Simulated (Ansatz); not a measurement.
# What a change does: single-point calculation on SiH5Cl2OF

System: SiH5Cl2OF.
Method of run 1: RKS B3LYP-D4/6-31G (Ansatz 0.2.0).

The geometry comes from this level: PBE0-D4/def2-TZVP. Text and figures count atoms from 1; the logs count them from 0 in places.

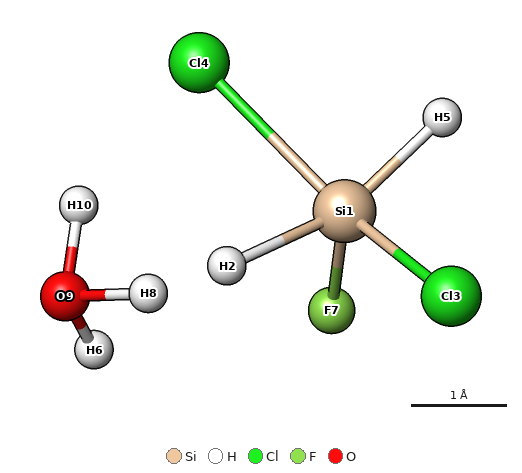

Figure 1. The structure (ball-and-stick view, seen at a tilt; atoms are numbered from 1 in the order of the input).

**Input file, run 1**
```yaml
crystal:
  periodic: [false, false, false]
  atoms:
    - {symbol: Si, position_ang: [-0.908690, 0.510406, -0.564583]}
    - {symbol: H, position_ang: [0.417010, -0.279410, -0.980449]}
    - {symbol: Cl, position_ang: [-1.600657, -0.165830, -2.428122]}
    - {symbol: Cl, position_ang: [0.564436, 1.770165, 0.640539]}
    - {symbol: H, position_ang: [-1.815374, 1.666224, -0.495387]}
    - {symbol: H, position_ang: [0.869880, -1.401752, 1.407084]}
    - {symbol: F, position_ang: [-1.364570, -0.542172, 0.569053]}
    - {symbol: H, position_ang: [0.927385, -0.715646, -0.135280]}
    - {symbol: O, position_ang: [1.488141, -0.904823, 0.848913]}
    - {symbol: H, position_ang: [1.422440, 0.062837, 1.138332]}
basis:
  gaussian: {orbitals: 6-31G}
hamiltonian: {xc: {name: B3LYP}, dispersion: d4}
```

Launched with:
```bash
ansatz run in.yaml --threads 8 --pin off --events-out ev --progress --plain --max-ram 19148MiB
```

Hardware: 8 threads of Arm Neoverse V2, 23 GiB of memory available, shared host.

**Output (run 1)**
```
Functional definition: B3LYP
  parameter a0 = 0.2
  parameter ax = 0.72
  parameter ac = 0.81
  exchange = (1 - a0 - ax)*slater_x + ax*b88_x + a0*exact_x
  correlation = (1 - ac)*vwn_rpa_c + ac*lyp_c
731 factors; integrals over basis functions are off by at most 4.0e-4 eV
mean field evaluation 1: about -37761.3169 eV, gradient 4.8e1 eV
mean field evaluation 2: about -37756.8458 eV, gradient 7.2e1 eV
mean field evaluation 4: about -37765.5906 eV, gradient 2.0e0 eV
mean field evaluation 8: about -37765.7335 eV, gradient 1.1e-1 eV
mean field evaluation 16: about -37765.7335 eV, gradient 1.6e-5 eV
mean field -37765.73350416 eV, -1387.8651077442 hartree, gradient 1.6e-5 eV, S^2 0.000000; 0 other end points of the search recorded, 0 dependent functions left out
reference -37765.73375363 eV, -1387.8651169121 hartree; 35, 35 occupied and 32, 32 virtual orbitals, 731 factors
Total energy: -37766.12159832 eV, -1387.8793699415 hartree
```

The input of run 2 differs as follows (lines with − go, lines with + come):
```diff
-    - {symbol: Si, position_ang: [-0.908690, 0.510406, -0.564583]}
-    - {symbol: H, position_ang: [0.417010, -0.279410, -0.980449]}
-    - {symbol: Cl, position_ang: [-1.600657, -0.165830, -2.428122]}
-    - {symbol: Cl, position_ang: [0.564436, 1.770165, 0.640539]}
-    - {symbol: H, position_ang: [-1.815374, 1.666224, -0.495387]}
-    - {symbol: H, position_ang: [0.869880, -1.401752, 1.407084]}
-    - {symbol: F, position_ang: [-1.364570, -0.542172, 0.569053]}
-    - {symbol: H, position_ang: [0.927385, -0.715646, -0.135280]}
-    - {symbol: O, position_ang: [1.488141, -0.904823, 0.848913]}
-    - {symbol: H, position_ang: [1.422440, 0.062837, 1.138332]}
+    - {symbol: Si, position_ang: [-1.487265, 1.086427, -0.063433]}
+    - {symbol: H, position_ang: [2.215575, -1.367558, -2.045846]}
+    - {symbol: Cl, position_ang: [-1.367579, -0.197939, -1.611413]}
+    - {symbol: Cl, position_ang: [0.173390, 2.241162, 0.062704]}
+    - {symbol: H, position_ang: [-2.674356, 1.939575, -0.192023]}
+    - {symbol: H, position_ang: [0.262206, -1.140011, 1.549901]}
+    - {symbol: F, position_ang: [-1.616457, 0.259783, 1.286998]}
+    - {symbol: H, position_ang: [1.884547, -1.382209, -1.375186]}
+    - {symbol: O, position_ang: [1.068418, -1.103266, 1.029072]}
+    - {symbol: H, position_ang: [1.541519, -0.335961, 1.359326]}
```

How does run 2 compare with run 1?

With the same method and basis, run 2 lies 29.4 kcal/mol lower.

**Output (run 2)**
```
Functional definition: B3LYP
  parameter a0 = 0.2
  parameter ax = 0.72
  parameter ac = 0.81
  exchange = (1 - a0 - ax)*slater_x + ax*b88_x + a0*exact_x
  correlation = (1 - ac)*vwn_rpa_c + ac*lyp_c
732 factors; integrals over basis functions are off by at most 1.5e-3 eV
mean field evaluation 1: about -37760.8809 eV, gradient 5.7e1 eV
mean field evaluation 2: about -37753.2430 eV, gradient 8.8e1 eV
mean field evaluation 4: about -37766.8612 eV, gradient 2.8e0 eV
mean field evaluation 8: about -37767.0368 eV, gradient 3.1e-1 eV
mean field evaluation 16: about -37767.0370 eV, gradient 7.9e-6 eV
mean field -37767.03699424 eV, -1387.9130101211 hartree, gradient 7.8e-6 eV, S^2 0.000000; 0 other end points of the search recorded, 0 dependent functions left out
reference -37767.03726488 eV, -1387.9130200670 hartree; 35, 35 occupied and 32, 32 virtual orbitals, 732 factors
Total energy: -37767.39729221 eV, -1387.9262508275 hartree
```

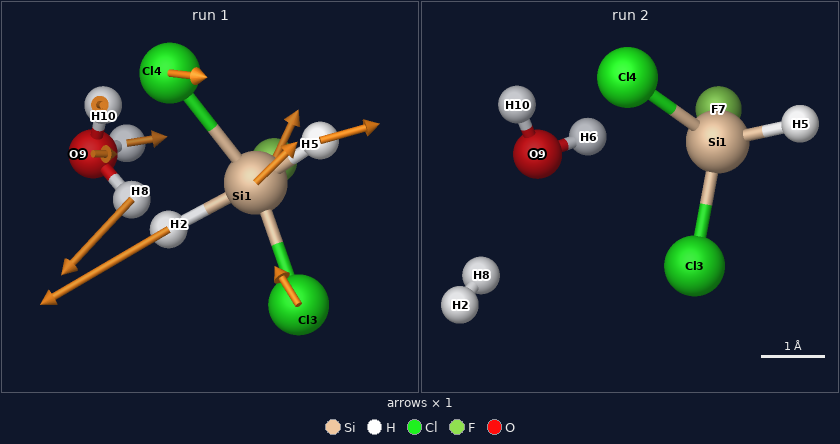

Figure 2. The two input geometries at one scale (ball-and-stick view, seen at a tilt). The orange arrows on the first give the shifts of the atoms after the best rigid fit, at true length. The largest move after the best rigid fit is that of H2, 2.38 Å. By element the largest moves are H 2.38 Å, Si 0.94 Å, F 0.92 Å, Cl 0.80 Å, O 0.51 Å. Among the contacts that change: Si1–H2 1.598 → 4.864 Å, H8–O9 1.148 → 2.554 Å, H2–H8 1.079 → 0.748 Å, Si1–Cl4 2.282 → 2.027 Å.

**The two runs side by side**

| quantity | run 1 | run 2 |
| --- | --- | --- |
| outcome | converged | converged |
| total energy (hartree) | −1387.879370 | −1387.926251 |
| basis functions | 67 | 67 |
| wall time (shared host) | 0.55 s | 0.55 s |
